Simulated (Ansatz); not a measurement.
In doubt: masses and optical values from hybrid runs of this build are listed as unsure (in some of the runs), which bears on the screening that GW takes from such a start.

Consider SrTiO3 (Tausonite).

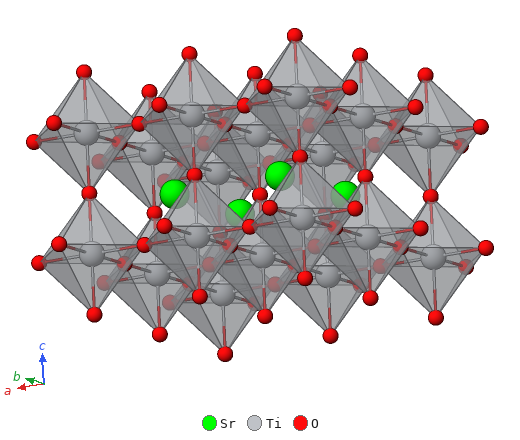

The structure (strontium green, titanium light grey, oxygen red). 2×2×1 cells are drawn. Some periodic images of atoms are drawn too.

It takes space group Pm-3m (No. 221, cubic). The conventional cell has a = 3.905 Å, b = 3.905 Å, c = 3.905 Å, α = 90.00°, β = 90.00°, γ = 90.00°. Nearest to Sr lie 12 O at 2.76 Å. Nearest to Ti lie 6 O at 1.95 Å. O has 2 Ti at 1.95 Å and 4 Sr at 2.76 Å nearest. Farther neighbours and most contacts between anions are not listed.

```
Sr Ti O
1.0
     3.90528    0.00000    0.00000
     0.00000    3.90528    0.00000
     0.00000    0.00000    3.90528
Sr Ti O
1 1 3
Direct
  0.50000 0.50000 0.50000
  0.00000 0.00000 0.00000
  0.50000 0.00000 0.00000
  0.00000 0.50000 0.00000
  0.00000 0.00000 0.50000
```

The cell and positions come from the Crystallography Open Database and are kept as given unless a step says otherwise. PAW set soft_2, made with PBE.

Gaps computed with Ansatz 0.2.0 without a self-energy: HSE06 3.32 eV, r2SCAN 2.26 eV and PBE0 4.07 eV.

**Question.** What gap should G0W0 on HSE06 give (4×4×4 mesh, 177 empty bands, screening to 120 eV, default PAW files)?

About 3.71 eV: on its mesh the run moves the gap from 3.32 eV by +0.39 eV. Among the scalar-relativistic levels given, PBE0 is nearest (+0.36 eV). Bands and cutoff are finite, so the gap is not at the basis limit. The miss can reach some tenths of an eV and take either sign; the mesh is an error of its own. The 4×4×4 mesh is coarse for this cell (its supercell is 16 Å along the shortest edge). The RPA ε∞ on it, from the HSE06 start, is 4.57; such meshes misread the long-range screening, most where the gap is narrow. This is the ideal cubic cell; many perovskites, halides above all, are cubic only on average, and local tilts or off-centring can widen the gap. The many-body steps are scalar-relativistic: spin-orbit coupling is not in them.

[Paths, hosts, dates, memory and timing lines, banners, echoed tables and standing remarks are left out of the program output.]

[Logs are printed without paths, hosts, clocks, repeated set-up lines and the standing remarks that a program may print on its own settings, such as how far it seeks lower states.]

[Runs of the session that timed out or met a known fault of the program may be left out.]

[Cells called generated may have been cut or substituted from an entry of the Crystallography Open Database or the Materials Project.]

[Hosts, paths, dates, database ids (printed as entryN), source tags and the programs' standing remarks are cut or masked in the printed files.]
